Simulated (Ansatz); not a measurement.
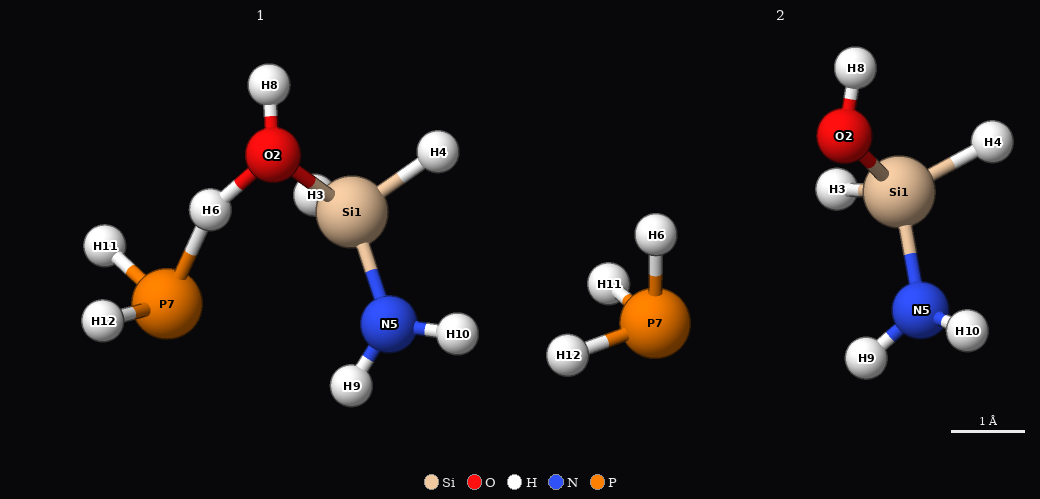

Two geometries of SiPNH₈O (started from a transition state, displaced along its imaginary mode), drawn at one scale. One is the start of a relaxation, the other its converged end. A ball-and-stick model, seen face on.

All numbers below come from Ansatz 0.2.0, RKS PBE0-D4/def2-TZVP. Settings: force threshold 0.005 eV/Å; at most 200 steps.

Question: Which of the two is the end point?

Answer: Structure 2 is the relaxed one. The energy falls by 1.590 eV in 30 geometry steps. The largest force component goes from 1.8 to 0.0027 eV/Å. The largest move after the best rigid fit is that of H6, 1.09 Å. Largest moves by element: H 1.09 Å, O 0.77 Å, P 0.54 Å, Si 0.47 Å, N 0.27 Å. Near-neighbour distances that change, for instance: O2–H6 1.242 → 3.000 Å, Si1–H6 2.068 → 3.496 Å, Si1–P7 2.867 → 3.842 Å, H6–P7 1.640 → 1.417 Å. Bonds break, among them: O2–H6 (1.24 → 3.00 Å). Among the angles between lasting bonds that change: H3–Si1–N5 118.8° → 106.4°, O2–Si1–H4 99.3° → 107.8°, Si1–N5–H9 126.3° → 119.0°. Cost: 90 s on 4 threads of Arm Neoverse V1, with other jobs on the host.
